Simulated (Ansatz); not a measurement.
# BrGaH₂O₂ + H₂: a complex and its separated parts, part 2 of 2

Ansatz 0.2.0, Gaussian basis. The steps go on from the part before.

**14. wB97X-V/def2-TZVPP**

The inputs:

parta/in.yaml

```yaml
crystal:
  periodic: [false, false, false]
  atoms:
    - {symbol: Ga, position_ang: [-0.217575, -0.621502, 0.211236]}
    - {symbol: Br, position_ang: [1.838426, -1.579127, -0.035743]}
    - {symbol: O, position_ang: [-1.378893, -0.605496, -1.118435]}
    - {symbol: O, position_ang: [-0.695131, 0.125898, 1.737760]}
    - {symbol: H, position_ang: [-1.045887, -1.030259, -1.912530]}
    - {symbol: H, position_ang: [-0.011139, 0.076571, 2.409790]}
basis:
  gaussian: {orbitals: def2-TZVPP}
hamiltonian: {xc: {name: wB97X-V}}
```

partb/in.yaml

```yaml
crystal:
  periodic: [false, false, false]
  atoms:
    - {symbol: H, position_ang: [1.097077, 1.674764, -0.691716]}
    - {symbol: H, position_ang: [0.413224, 1.959052, -0.600561]}
basis:
  gaussian: {orbitals: def2-TZVPP}
hamiltonian: {xc: {name: wB97X-V}}
```

The same command starts each run, in its folder.

Started as:

```console
$ ansatz run in.yaml --threads 8 --pin off --events-out ev --progress --plain --max-ram 19148MiB
```

Log of parta, shortened:

```text
Functional definition: wB97X-V
  name "wB97X-V"
  cite "Mardirossian & Head-Gordon, Phys. Chem. Chem. Phys. 16, 9904 (2014) doi:10.1039/C3CP54374A"
  cite "Becke, J. Chem. Phys. 107, 8554 (1997) doi:10.1063/1.475007"
  cite "Vydrov & Van Voorhis, J. Chem. Phys. 133, 244103 (2010) doi:10.1063/1.3521275"
[...]
      + integral(e_c_pw_opposite_spin*poly(b97_u_opposite, cos0, cos1)) + vv10(b, c)
1236 factors; their error is unknown
225 factors; integrals over basis functions are off by at most 4.4e-5 eV
[...]
mean field -126543.56860390 eV, -4650.3903718817 hartree, gradient 4.2e-5 eV, S^2 0.000000; 0 other end points of the search recorded, 0 dependent functions left out
reference -126543.56860219 eV, -4650.3903718191 hartree; 42, 42 occupied and 144, 144 virtual orbitals, 1236 factors
Total energy: -126543.56860219 eV, -4650.3903718191 hartree
```

partb printed, shortened:

```text
[... 5 set-up lines as earlier in the session ...]
[...]
      + integral(e_c_pw_opposite_spin*poly(b97_u_opposite, cos0, cos1)) + vv10(b, c)
118 factors; their error is unknown
42 factors; integrals over basis functions are off by at most 3.0e-5 eV
[...]
mean field -31.90859928 eV, -1.1726193952 hartree, gradient 8.8e-5 eV, S^2 0.000000; 0 other end points of the search recorded, 0 dependent functions left out
reference -31.90859828 eV, -1.1726193585 hartree; 1, 1 occupied and 27, 27 virtual orbitals, 118 factors
Total energy: -31.90859828 eV, -1.1726193585 hartree
```

Wall times: 1.2 s (parta), 0.1 s (partb) on 8 threads of AMD EPYC 9R45, shared host; peak memory 0.55 GiB.

**15. wB97M-V/def2-TZVPP**

The same edit goes into each in.yaml of step 14 (parta, partb):

```diff
-hamiltonian: {xc: {name: wB97X-V}}
+hamiltonian: {xc: {name: wB97M-V}}
```

One command serves all of them, each in its own folder.

Started as:

```console
$ ansatz run in.yaml --threads 8 --pin off --events-out ev --progress --plain --max-ram 19148MiB
```

Log of parta, shortened:

```text
Functional definition: wB97M-V
  name "wB97M-V"
  cite "Mardirossian & Head-Gordon, J. Chem. Phys. 144, 214110 (2016) doi:10.1063/1.4952647"
[... 2 set-up lines as earlier in the session ...]
  # Of w^i u^j: cxij and so on, Table III.
[...]
  gx(w, u) = 1 - cx + cx01*u + cx10*w
[...]
1231 factors; their error is unknown
225 factors; integrals over basis functions are off by at most 4.4e-5 eV
[...]
mean field -126548.35986616 eV, -4650.5664475222 hartree, gradient 1.1e-5 eV, S^2 0.000000; 0 other end points of the search recorded, 0 dependent functions left out
reference -126548.35990767 eV, -4650.5664490478 hartree; 42, 42 occupied and 144, 144 virtual orbitals, 1231 factors
Total energy: -126548.35990767 eV, -4650.5664490478 hartree
```

Log of partb, shortened:

```text
[... 5 set-up lines as earlier in the session ...]
  # Of w^i u^j: cxij and so on, Table III.
[...]
  gx(w, u) = 1 - cx + cx01*u + cx10*w
[...]
      + integral(e_c_pw_mod_opposite_spin*gos(b97_w_opposite, b97_u_opposite)) + vv10(b, c)
118 factors; their error is unknown
42 factors; integrals over basis functions are off by at most 3.0e-5 eV
[...]
mean field -31.60111288 eV, -1.1613194783 hartree, gradient 7.3e-6 eV, S^2 0.000000; 0 other end points of the search recorded, 0 dependent functions left out
reference -31.60113714 eV, -1.1613203697 hartree; 1, 1 occupied and 27, 27 virtual orbitals, 118 factors
Total energy: -31.60113714 eV, -1.1613203697 hartree
```

Wall times: 1.5 s (parta), 0.1 s (partb) on 8 threads of AMD EPYC 9R45, shared host; peak memory 0.7 GiB.

**16. B2PLYP/def2-TZVPP**

Each input of step 15 (parta, partb) changes in the same lines:

```diff
-hamiltonian: {xc: {name: wB97M-V}}
+hamiltonian: {xc: {name: B2PLYP}}
```

The same command starts each run, in its folder.

Started as:

```console
$ ansatz run in.yaml --threads 8 --pin off --events-out ev --progress --plain --max-ram 19148MiB
```

Output in parta, shortened:

```text
Functional definition: B2PLYP
  name "B2PLYP"
  cite "Grimme, J. Chem. Phys. 124, 034108 (2006) doi:10.1063/1.2148954"
[... 2 set-up lines as earlier in the session ...]
[...]
1214 factors; integrals over basis functions are off by at most 6.2e-4 eV
[...]
mean field -126524.73579803 eV, -4649.6982790314 hartree, gradient 3.9e-6 eV, S^2 0.000000; 0 other end points of the search recorded, 0 dependent functions left out
20 core orbitals not correlated: weight in the atoms' cores, before any rotation towards them, 1.000 or more for the frozen orbitals, at most 0.000 for the correlated occupied ones
reference -126524.73594452 eV, -4649.6982844148 hartree; 22, 22 occupied and 144, 144 virtual orbitals, 1214 factors
second order -32.21577766 eV of doubles, -0.00000000 eV of singles
Total energy: -126533.43420449 eV, -4650.0179395727 hartree
```

Log of partb, shortened:

```text
[... 5 set-up lines as earlier in the session ...]
[...]
145 factors; integrals over basis functions are off by at most 7.3e-4 eV
[...]
mean field -31.55848900 eV, -1.1597530797 hartree, gradient 1.1e-6 eV, S^2 0.000000; 0 other end points of the search recorded, 0 dependent functions left out
reference -31.55857842 eV, -1.1597563657 hartree; 1, 1 occupied and 27, 27 virtual orbitals, 145 factors
second order -1.02366702 eV of doubles, -0.00000000 eV of singles
Total energy: -31.83496851 eV, -1.1699135144 hartree
```

They took 0.95 s (parta), 0.1 s (partb) on 8 threads of AMD EPYC 9R45, shared host.

**17. PBE-QIDH/def2-TZVPP**

Each input of step 16 (parta, partb) changes in the same lines:

```diff
-hamiltonian: {xc: {name: B2PLYP}}
+hamiltonian: {xc: {name: PBE-QIDH}}
```

Each run has its own folder and the same command.

Started as:

```console
$ ansatz run in.yaml --threads 8 --pin off --events-out ev --progress --plain --max-ram 19148MiB
```

Output in parta, shortened:

```text
Functional definition: PBE-QIDH
  name "PBE-QIDH"
  cite "Brémond, Sancho-García, Pérez-Jiménez & Adamo, J. Chem. Phys. 141, 031101 (2014) doi:10.1063/1.4890314"
[... 1 set-up line as earlier in the session ...]
[...]
1214 factors; integrals over basis functions are off by at most 6.2e-4 eV
[...]
mean field -126508.97680343 eV, -4649.1191466619 hartree, gradient 8.6e-6 eV, S^2 0.000000; 0 other end points of the search recorded, 0 dependent functions left out
20 core orbitals not correlated: weight in the atoms' cores, before any rotation towards them, 1.000 or more for the frozen orbitals, at most 0.000 for the correlated occupied ones
reference -126508.97681400 eV, -4649.1191470503 hartree; 22, 22 occupied and 144, 144 virtual orbitals, 1214 factors
second order -29.85979776 eV of doubles, -0.00000000 eV of singles
Total energy: -126518.93007992 eV, -4649.4849228263 hartree
```

Output in partb, shortened:

```text
[... 4 set-up lines as earlier in the session ...]
[...]
145 factors; integrals over basis functions are off by at most 7.3e-4 eV
[...]
mean field -31.52724835 eV, -1.1586050070 hartree, gradient 1.4e-6 eV, S^2 0.000000; 0 other end points of the search recorded, 0 dependent functions left out
reference -31.52725477 eV, -1.1586052429 hartree; 1, 1 occupied and 27, 27 virtual orbitals, 145 factors
second order -0.95920767 eV of doubles, -0.00000000 eV of singles
Total energy: -31.84699066 eV, -1.1703553201 hartree
```

Times: 0.96 s (parta), 0.1 s (partb) on 8 threads of AMD EPYC 9R45, shared host.

**18. RPA on PBE/def2-TZVPP**

Each input of step 17 (parta, partb) changes in the same lines:

```diff
-hamiltonian: {xc: {name: PBE-QIDH}}
+hamiltonian: {xc: pbe}
+correlation: {method: rpa}
```

The same command starts each run, in its folder.

Started as:

```console
$ ansatz run in.yaml --threads 8 --pin off --events-out ev --progress --plain --max-ram 19148MiB
```

Log of parta, shortened:

```text
[... 4 set-up lines as earlier in the session ...]
[...]
1214 factors; integrals over basis functions are off by at most 6.2e-4 eV
[...]
mean field -126533.47455474 eV, -4650.0194224173 hartree, gradient 2.6e-6 eV, S^2 0.000000; 0 other end points of the search recorded, 0 dependent functions left out
20 core orbitals not correlated: weight in the atoms' cores, before any rotation towards them, 1.000 or more for the frozen orbitals, at most 0.000 for the correlated occupied ones
reference -126442.71481077 eV, -4646.6840633456 hartree; 22, 22 occupied and 144, 144 virtual orbitals, 1214 factors
Total energy: -126482.37268542 eV, -4648.1414633579 hartree
```

Log of partb, shortened:

```text
[... 4 set-up lines as earlier in the session ...]
[...]
145 factors; integrals over basis functions are off by at most 7.3e-4 eV
[...]
mean field -31.73221873 eV, -1.1661375293 hartree, gradient 1.4e-6 eV, S^2 0.000000; 0 other end points of the search recorded, 0 dependent functions left out
reference -30.80639596 eV, -1.1321141701 hartree; 1, 1 occupied and 27, 27 virtual orbitals, 145 factors
Total energy: -32.86230405 eV, -1.2076673988 hartree
```

Times: 0.9 s (parta), 0.1 s (partb) on 8 threads of AMD EPYC 9R45, shared host.

**19. CCSD(T)/def2-TZVPP**

Each input of step 18 (parta, partb) changes in the same lines:

```diff
-hamiltonian: {xc: pbe}
-correlation: {method: rpa}
+correlation: {method: ccsd_t}
```

One command serves all of them, each in its own folder.

Started as:

```console
$ ansatz run in.yaml --threads 8 --pin off --events-out ev --progress --plain --max-ram 19148MiB
```

Output in parta, shortened:

```text
Functional definition: HF
  name "HF"
  cite "Fock, Z. Phys. 61, 126 (1930) doi:10.1007/BF01340294"
[... 1 set-up line as earlier in the session ...]
[...]
1214 factors; integrals over basis functions are off by at most 6.2e-4 eV
[...]
mean field -126444.69037224 eV, -4646.7566638905 hartree, gradient 3.5e-6 eV, S^2 0.000000; 0 other end points of the search recorded, 0 dependent functions left out
20 core orbitals not correlated: weight in the atoms' cores, before any rotation towards them, 1.000 or more for the frozen orbitals, at most 0.000 for the correlated occupied ones
reference -126444.69037224 eV, -4646.7566638905 hartree; 22, 22 occupied and 144, 144 virtual orbitals, 1214 factors
second order -26.65755004 eV of doubles, -0.00000000 eV of singles
cycle   1  -25.82446078 eV  change    8.3e-1 eV  update   1.2e-1
[...]
cycle   9  -26.61024306 eV  change   -3.0e-5 eV  update   2.5e-5
perturbative correction -0.99749846 eV, -0.0366573922 hartree
Total energy: -126472.29811376 eV, -4647.7712296779 hartree
```

Output in partb, shortened:

```text
[... 4 set-up lines as earlier in the session ...]
[...]
145 factors; integrals over basis functions are off by at most 7.3e-4 eV
[...]
mean field -30.82770028 eV, -1.1328970894 hartree, gradient 4.2e-7 eV, S^2 0.000000; 0 other end points of the search recorded, 0 dependent functions left out
reference -30.82770028 eV, -1.1328970894 hartree; 1, 1 occupied and 27, 27 virtual orbitals, 145 factors
second order -0.86257597 eV of doubles, -0.00000000 eV of singles
cycle   1  -1.00723215 eV  change   -1.4e-1 eV  update   2.6e-2
[...]
cycle   7  -1.07308213 eV  change    8.4e-7 eV  update   4.1e-7
perturbative correction -0.00000000 eV, -0.0000000000 hartree
Total energy: -31.90078241 eV, -1.1723321304 hartree
```

Times: 5.5 s (parta), 0.1 s (partb) on 8 threads of AMD EPYC 9R45, shared host; peak memory 1.5 GiB.

**20. Vibrations of BrGaH₂O₂**

vib-parta/in.yaml reads:

```yaml
crystal:
  periodic: [false, false, false]
  atoms:
    - {symbol: Ga, position_ang: [-0.217575, -0.621502, 0.211236]}
    - {symbol: Br, position_ang: [1.838426, -1.579127, -0.035743]}
    - {symbol: O, position_ang: [-1.378893, -0.605496, -1.118435]}
    - {symbol: O, position_ang: [-0.695131, 0.125898, 1.737760]}
    - {symbol: H, position_ang: [-1.045887, -1.030259, -1.912530]}
    - {symbol: H, position_ang: [-0.011139, 0.076571, 2.409790]}
basis:
  gaussian: {orbitals: def2-TZVP}
hamiltonian: {xc: pbe0, dispersion: d4}
phonons: {temperatures: {t_min: 298.15, t_max: 900, t_step: 200}}
```

Started as:

```console
$ ansatz run in.yaml --threads 8 --pin off --events-out ev --progress --plain --max-ram 19148MiB
```

What it wrote, shortened:

```text
[... 5 set-up lines as earlier in the session ...]
[...]
1216 factors; their error is unknown
[...]
mean field -126536.79973686 eV, -4650.1416206061 hartree, gradient 1.4e-5 eV, S^2 0.000000; 0 other end points of the search recorded, 0 dependent functions left out
[...]
Atom 3 at    -0.695131     0.125898     1.737760 Å, force    -0.000010    -0.000247    -0.000410 eV/Å
Atom 4 at    -1.045887    -1.030259    -1.912530 Å, force     0.001142     0.000537     0.002571 eV/Å
Atom 5 at    -0.011139     0.076571     2.409790 Å, force    -0.000129    -0.000823    -0.002740 eV/Å
Dipole moment:     0.247131    -0.115240    -0.029652 e Å
Vibrations: 126.75 174.51 175.08 300.54 326.03 367.75 698.41 748.60 851.08 887.55 3898.75 3899.44 cm⁻¹, zero-point energy 0.772080 eV
```

It took 12 s on 8 threads of AMD EPYC 9R45, shared host.

The modes, with what each moves most:

```
mode  wavenumber (cm⁻¹)                       character
   1                127                            bend
   2                175                            bend
   3                175  torsion with out-of-plane bend
   4                301                   Ga–Br stretch
   5                326                         torsion
   6                368                         torsion
   7                698                    Ga–O stretch
   8                749                    Ga–O stretch
   9                851                            bend
  10                888                            bend
  11               3899                     O–H stretch
  12               3899                     O–H stretch
```

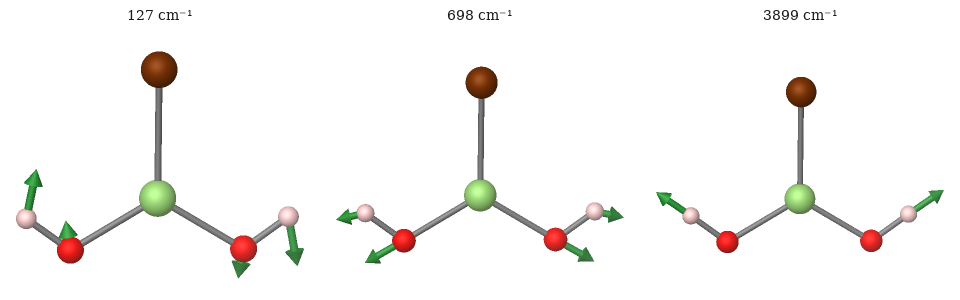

Displacements of 3 modes, as arrows.

Vibrational sums (real modes only):

```
T (K)  entropy (J/mol/K)  heat capacity (J/mol/K)
  298               52.0                     55.1
  498               84.2                     69.4
  698              108.7                     75.7
  898              128.3                     79.5
```

**21. Vibrations of H₂**

vib-partb/in.yaml reads:

```yaml
crystal:
  periodic: [false, false, false]
  atoms:
    - {symbol: H, position_ang: [1.097077, 1.674764, -0.691716]}
    - {symbol: H, position_ang: [0.413224, 1.959052, -0.600561]}
basis:
  gaussian: {orbitals: def2-TZVP}
hamiltonian: {xc: pbe0, dispersion: d4}
phonons: {temperatures: {t_min: 298.15, t_max: 900, t_step: 200}}
```

Started as:

```console
$ ansatz run in.yaml --threads 8 --pin off --events-out ev --progress --plain --max-ram 19148MiB
```

What it wrote, shortened:

```text
[... 5 set-up lines as earlier in the session ...]
[...]
88 factors; their error is unknown
[...]
mean field -31.78865267 eV, -1.1682114384 hartree, gradient 1.8e-5 eV, S^2 0.000000; 0 other end points of the search recorded, 0 dependent functions left out
[...]
reference -31.78856156 eV, -1.1682080901 hartree; 1, 1 occupied and 11, 11 virtual orbitals, 88 factors
Total energy: -31.79027509 eV, -1.1682710613 hartree
Atom 0 at     1.097077     1.674764    -0.691716 Å, force    -0.002078     0.000864     0.000277 eV/Å
Atom 1 at     0.413224     1.959052    -0.600561 Å, force     0.002078    -0.000864    -0.000277 eV/Å
Dipole moment:    -0.000000     0.000000     0.000000 e Å
Vibrations: 4414.19 cm⁻¹, zero-point energy 0.273645 eV
```

It took 0.15 s on 8 threads of AMD EPYC 9R45, shared host.

The modes, with what each moves most:

```
mode  wavenumber (cm⁻¹)    character
   1               4414  H–H stretch
```

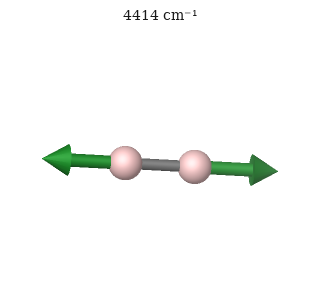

Displacements of 1 modes, as arrows.

Vibrational sums (real modes only):

```
T (K)  entropy (J/mol/K)  heat capacity (J/mol/K)
  298                0.0                      0.0
  498                0.0                      0.0
  698                0.0                      0.1
  898                0.1                      0.4
```

**22. Complex less separated parts**

The complex's own energies come from single points at the same levels.

Rows are in def2-TZVPP; times add the 3 runs of a level on a shared host, so small differences are noise.

```
      method                    rung  complex less parts (kJ/mol)  from CCSD(T) (kJ/mol)   time
       SPW92                     LDA                        -12.1                   -7.2  0.7 s
      PBE-D4                     GGA                         -5.7                   -0.8  1.1 s
     BLYP-D4                     GGA                         -2.8                   +2.1  1.1 s
   r2SCAN-D4                meta-GGA                         -5.6                   -0.7  1.8 s
      B97M-V                meta-GGA                         -5.2                   -0.3  3.1 s
     PBE0-D4                  hybrid                         -6.2                   -1.3  1.4 s
    B3LYP-D4                  hybrid                         -4.3                   +0.6  1.4 s
  r2SCAN0-D4                  hybrid                         -6.4                   -1.5  2.2 s
    BHLYP-D4                  hybrid                         -5.8                   -0.9  1.4 s
CAM-B3LYP-D4  range-separated hybrid                         -5.2                   -0.3  1.7 s
     wB97X-V  range-separated hybrid                         -5.9                   -1.0  2.9 s
     wB97M-V  range-separated hybrid                         -6.0                   -1.1  3.5 s
      B2PLYP           double hybrid                         -1.7                   +3.2  2.3 s
    PBE-QIDH           double hybrid                         -4.6                   +0.3  2.3 s
  RPA on PBE                     RPA                         -2.9                   +2.0  2.4 s
Hartree-Fock            wavefunction                          0.5                   +5.4       
         MP2            wavefunction                         -4.7                   +0.2       
        CCSD            wavefunction                         -4.4                   +0.5       
     CCSD(T)            wavefunction                         -4.9                      0   35 s
```

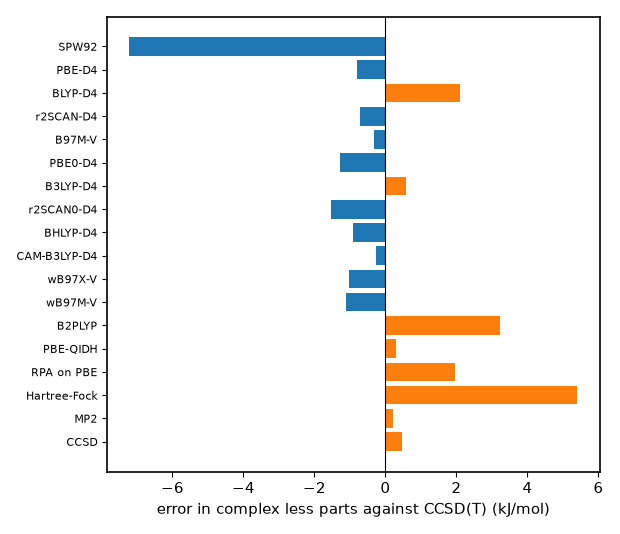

How far each level lands from CCSD(T).

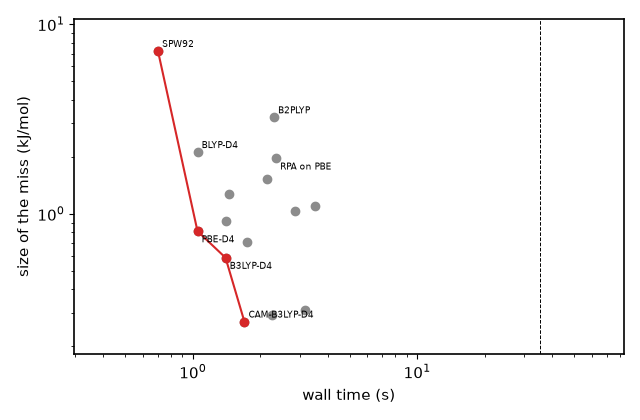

Miss against cost. Red marks the levels that no quicker level drawn beats (of those quicker than the yardstick), and the dashed line is the time of CCSD(T). Only those levels and the largest misses are named. Times are from a shared host.

For cost: CAM-B3LYP-D4 gets within 0.3 kJ/mol in 1.7 s, where CCSD(T) took 35 s; the quickest level in the cost chart, SPW92, takes 0.7 s and misses by 7.2 kJ/mol.

The complex's zero-point energy, from a separate PBE0-D4 run, is 1.095 eV.

**23. What came out**

The summary covers parts 1 to 2.

```
                              quantity        value
complex less parts, CCSD(T)/def2-TZVPP  -4.9 kJ/mol
                with zero-point energy  -0.2 kJ/mol
                 largest T1 diagnostic        0.012
```

In words: At CCSD(T) the complex lies 4.9 kJ/mol below its parts. CAM-B3LYP-D4 is the best functional here (-0.3 kJ/mol from CCSD(T)); SPW92 is the worst (-7.2 kJ/mol). B97M-V, PBE-QIDH are as near within the digits shown. Mean unsigned error by rung: LDA 7.2, GGA 1.5, meta-GGA 0.5, hybrid 1.1, range-separated hybrid 0.8, double hybrid 1.8 kJ/mol. The double hybrids carry no dispersion term here, unlike the levels marked D4 or V. PBE-D4 gives a relative energy 0.8 kJ/mol too low, an error of 17 % of the reference. No counterpoise was applied, and triple zeta lacks some correlation, so the CCSD(T) reference has a basis error of its own, and close matches with it are partly luck.
